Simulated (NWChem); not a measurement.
# One shape, several levels: MoCl2OF2 (SMILES [O]=[Mo]([F])([F])([Cl])[Cl])

We compute a comparison of 3 runs (HF/STO-3G, HF/3-21G, BP86/STO-3G) of MoCl2OF2. 

The calculation is run with NWChem 7.3.0.

## Step 1: The system as given

MoCl2OF2: 6 atoms, total charge 0, spin state singlet. SMILES: `[O]=[Mo]([F])([F])([Cl])[Cl]`. The coordinates come from a PBE0-D4/def2-TZVP relaxation.

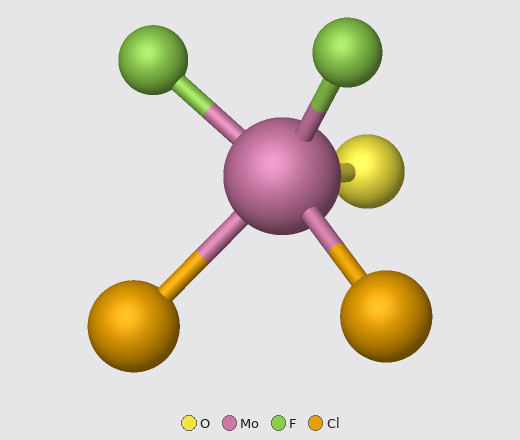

The structure, seen from a chosen angle (oxygen yellow, molybdenum pink, fluorine green, chlorine amber).

## Step 2: Energy and forces at HF/STO-3G (run 1)

run.py reads:

```python
from ase import Atoms
from ase.calculators.nwchem import NWChem

system = Atoms(['O', 'Mo', 'F', 'F', 'Cl', 'Cl'], positions=[
    [-0.903200, 0.018100, -1.466000],
    [-0.065700, -0.075900, -0.061400],
    [-1.254500, -0.699700, 1.200200],
    [0.593900, -1.793900, 0.024700],
    [2.037400, 0.532400, -0.635800],
    [-0.365800, 1.954900, 0.892100],
])

calc = NWChem(
    label='cl2f2moo',
    theory='scf',
    memory='2200 mb',
    basis='STO-3G',
    basispar='spherical bse',
    scf={'nopen': '0', 'rhf': None, 'thresh': '1e-08', 'maxiter': '80', 'print': 'low'},
)
system.calc = calc

forces = system.get_forces()
e = system.get_potential_energy()
print(f"E = {e:.6f} eV")
print("forces (eV/A):")
for s, f in zip(system.symbols, forces):
    print(f"{s:2s} {f[0]:10.5f} {f[1]:10.5f} {f[2]:10.5f}")
```

Launch:

```
$ export ASE_NWCHEM_COMMAND="nwchem PREFIX.nwi > PREFIX.nwo"
$ python run.py
```

The log of the run:

```text
E = -139193.713960 eV
forces (eV/A):
O     2.09823   -0.50784    3.77243
Mo   -3.47161   -4.13145   -1.61167
F     2.16713    1.08922   -2.31415
F    -1.24508    3.10918   -0.14408
Cl    0.42907    0.10058    0.01959
Cl    0.02227    0.34026    0.27783
```

The calculator wrote cl2f2moo.nwi:

```
title "cl2f2moo"

permanent_dir cl2f2moo

scratch_dir cl2f2moo

start cl2f2moo

geometry units angstrom nocenter noautosym noautoz
  O  -9.0320000000000000e-01 1.8100000000000002e-02 -1.4660000000000000e+00
  Mo -6.5699999999999995e-02 -7.5899999999999995e-02 -6.1400000000000003e-02
  F  -1.2544999999999999e+00 -6.9969999999999999e-01 1.2001999999999999e+00
  F  5.9389999999999998e-01 -1.7939000000000001e+00 2.4700000000000000e-02
  Cl 2.0373999999999999e+00 5.3239999999999998e-01 -6.3580000000000003e-01
  Cl -3.6580000000000001e-01 1.9549000000000001e+00 8.9210000000000000e-01
end

memory 2200 mb

basis spherical bse noprint
   * library STO-3G
end

scf
  nopen 0
  rhf
  thresh 1e-08
  maxiter 80
  print low
end

task scf gradient
```

cl2f2moo.nwo:

```text
Northwest Computational Chemistry Package (NWChem) 7.3.0
             --------------------------------------------------------

           Job information
           ---------------

    nwchem branch   = 7.3.0
    use scalapack   = T
    input           = cl2f2moo.nwi
    prefix          = cl2f2moo.
    data base       = cl2f2moo/cl2f2moo.db
    status          = startup
    nproc           =        1

           Memory information
           ------------------

    heap     =     72089596 doubles =      550.0 Mbytes
    stack    =     72089601 doubles =      550.0 Mbytes
    global   =    144179200 doubles =     1100.0 Mbytes (distinct from heap & stack)
    total    =    288358397 doubles =     2200.0 Mbytes
    verify   = yes
    hardfail = no

           Directory information
           ---------------------

  0 permanent = cl2f2moo
  0 scratch   = cl2f2moo

                                NWChem Input Module
                                -------------------

                                     cl2f2moo
                                     --------

[... 27 lines left out ...]
            Nuclear Dipole moment (a.u.)
[... 66 lines left out ...]
 Forming initial guess at       0.1s

 Starting SCF solution at       1.0s

       Final RHF  results
       ------------------

         Total SCF energy =  -5115.274680815523
      One-electron energy =  -8866.907074220557
      Two-electron energy =   2854.367858201073
 Nuclear repulsion energy =    897.264535203961

        Time for solution =     32.5s

                              NWChem Gradients Module
                              -----------------------

                         RHF ENERGY GRADIENTS

    atom               coordinates                        gradient
                 x          y          z           x          y          z
   1 O      -1.706801   0.034204  -2.770338   -0.040804   0.009876  -0.073362
   2 Mo     -0.124155  -0.143430  -0.116029    0.067512   0.080344   0.031342
   3 F      -2.370661  -1.322241   2.268049   -0.042144  -0.021182   0.045003
   4 F       1.122308  -3.389979   0.046676    0.024213  -0.060464   0.002802
   5 Cl      3.850128   1.006090  -1.201488   -0.008344  -0.001956  -0.000381
   6 Cl     -0.691262   3.694225   1.685825   -0.000433  -0.006617  -0.005403

 Task  times  cpu:       41.0s     wall:       41.0s
 Total times  cpu:       41.1s     wall:       41.1s
```

Wall time 44 s (1 thread of AMD EPYC 7R43 (Zen 3), shared host); peak memory 0.096 GiB.

## Step 3: Energy and forces at HF/3-21G (run 2)

cl2f2moo.nw reads:

```
start cl2f2moo
title "Cl2F2MoO"
memory 2200 mb

geometry units au noautosym nocenter noautoz
   O  -1.70680064  0.03420404 -2.77033850
   Mo -0.12415501 -0.14343021 -0.11602918
   F  -2.37066142 -1.32224137  2.26804929
   F   1.12230835 -3.38997969  0.04667624
   Cl  3.85012801  1.00609019 -1.20148787
   Cl -0.69126182  3.69422560  1.68582468
end

basis "ao basis" spherical bse
   O library 3-21G
   Mo library 3-21G
   F library 3-21G
   Cl library 3-21G
end

scf
   thresh 1e-08
   maxiter 80
   print low
end

task scf gradient
```

Launch:

```
$ nwchem cl2f2moo.nw > cl2f2moo.out
```

The log of the run:

```text
[...]
  functions       =    89
[...]
  wavefunction    = RHF
[...]
         Total SCF energy =  -5143.429686957432
      One-electron energy =  -8888.271077204543
      Two-electron energy =   2847.576919725950
 Nuclear repulsion energy =    897.264470521162
        Time for solution =     46.3s
[...]
                         RHF ENERGY GRADIENTS
    atom               coordinates                        gradient
                 x          y          z           x          y          z
   1 O      -1.706801   0.034204  -2.770339    0.001644  -0.000084   0.002667
   2 Mo     -0.124155  -0.143430  -0.116029    0.029522   0.053485  -0.003402
   3 F      -2.370661  -1.322241   2.268049   -0.003585  -0.001712   0.005062
   4 F       1.122308  -3.389980   0.046676    0.003014  -0.005617   0.000866
   5 Cl      3.850128   1.006090  -1.201488   -0.036317  -0.010606   0.010763
   6 Cl     -0.691262   3.694226   1.685825    0.005721  -0.035467  -0.015956
 Task  times  cpu:       55.5s     wall:       55.5s
 Total times  cpu:       55.6s     wall:       55.6s
```

Wall time 56 s (1 thread of AMD EPYC 7R43 (Zen 3), shared host); peak memory 0.094 GiB.

## Step 4: Energy and gradient at BP86/STO-3G (run 3)

cl2f2moo.nw reads:

```
start cl2f2moo
title "Cl2F2MoO BP86"
memory total 2200 mb
geometry units angstrom noautosym nocenter noautoz
 O    -0.903200    0.018100   -1.466000
 Mo   -0.065700   -0.075900   -0.061400
 F    -1.254500   -0.699700    1.200200
 F     0.593900   -1.793900    0.024700
 Cl    2.037400    0.532400   -0.635800
 Cl   -0.365800    1.954900    0.892100
end
basis spherical bse
 O library STO-3G
 Mo library STO-3G
 F library STO-3G
 Cl library STO-3G
end
dft
 xc becke88 perdew86
 grid xfine
 convergence energy 1e-08
 iterations 100
 mulliken
end
task dft gradient
```

Launch:

```
$ nwchem cl2f2moo.nw > cl2f2moo.out
```

The log of the run:

```text
[...]
          Wavefunction type:  closed shell.
          No. of atoms     :     6
          No. of electrons :   102
[...]
          Charge           :     0
          Spin multiplicity:     1
[...]
          AO basis - number of functions:    60
[...]
              XC Information
              --------------
                    Becke 1988 Exchange Functional  1.000
                Perdew 1981 Correlation Functional  1.000 local
                Perdew 1986 Correlation Functional  1.000 non-local
[...]
 d= 0,ls=0.0,diis     1  -5118.8357451638 -6.02D+03  1.22D-01  5.74D+00     4.7
[...]
 d= 0,ls=0.5,diis    31  -5119.8831224630 -4.20D-09  2.51D-06  4.30D-08    90.0
         Total DFT energy =    -5119.883122462530
      One electron energy =    -8872.474179269017
           Coulomb energy =     3063.219754328627
    Exchange-Corr. energy =     -207.893232726103
 Nuclear repulsion energy =      897.264535203961
[...]
      Total Density - Mulliken Population Analysis
     ---------------------------------------------
    Atom       Charge   Shell Charges
 -----------   ------   -------------------------------------------------------
    1 O    8     8.12   2.00  1.92  4.20
    2 Mo  42    41.21   2.00  2.00  6.00  2.00  5.98  2.01  5.86  0.40  1.09  9.89  3.99
    3 F    9     9.05   2.00  1.96  5.09
    4 F    9     9.05   2.00  1.96  5.09
    5 Cl  17    17.28   2.00  2.00  5.99  2.01  5.29
    6 Cl  17    17.28   2.00  2.00  5.99  2.01  5.29
[...]
  wavefunction    = closed shell
                         DFT ENERGY GRADIENTS
    atom               coordinates                        gradient
                 x          y          z           x          y          z
   1 O      -1.706801   0.034204  -2.770338    0.019853   0.002496   0.028899
   2 Mo     -0.124155  -0.143430  -0.116029    0.000365   0.057905  -0.053371
   3 F      -2.370661  -1.322241   2.268049   -0.019243  -0.011594   0.024156
   4 F       1.122308  -3.389979   0.046676    0.012373  -0.030310   0.004049
   5 Cl      3.850128   1.006090  -1.201488   -0.014371  -0.004703   0.003023
   6 Cl     -0.691262   3.694225   1.685825    0.001024  -0.013794  -0.006756
[...]
```

It took 1.8 min on 1 thread of AMD EPYC 7R43 (Zen 3), shared host; peak memory 0.13 GiB.

## Step 5: All runs side by side

| run | level | iteration cap | module | energy (Eh) | largest force (eV/Å) | wall time |
| --- | --- | --- | --- | --- | --- | --- |
| 1 | HF/STO-3G | 80 | scf | -5115.274681 | 5.632 | 44 s |
| 2 | HF/3-21G | 80 | scf | -5143.429687 | 3.146 | 56 s |
| 3 | BP86/STO-3G | 100 | dft | -5119.883122 | 4.049 | 1.8 min |

## Step 6: Outcome

| quantity | value |
| --- | --- |
| run 3: total energy | -5119.88312 Eh |
| run 3: dipole moment | 3.34 D |
| run 3: HOMO energy | -5.21 eV |
| run 3: LUMO energy | -2.29 eV |
| run 3: HOMO–LUMO gap | 2.91 eV |
| run 3: largest force on an atom | 4.049 eV/Å |

**Reading.** In runs 1, 3 the basis is minimal, so the values are rough. In runs 1, 2, 3 relativity is left out where basis or elements ask for it. All runs together took 3.4 min, the longest 1.8 min.
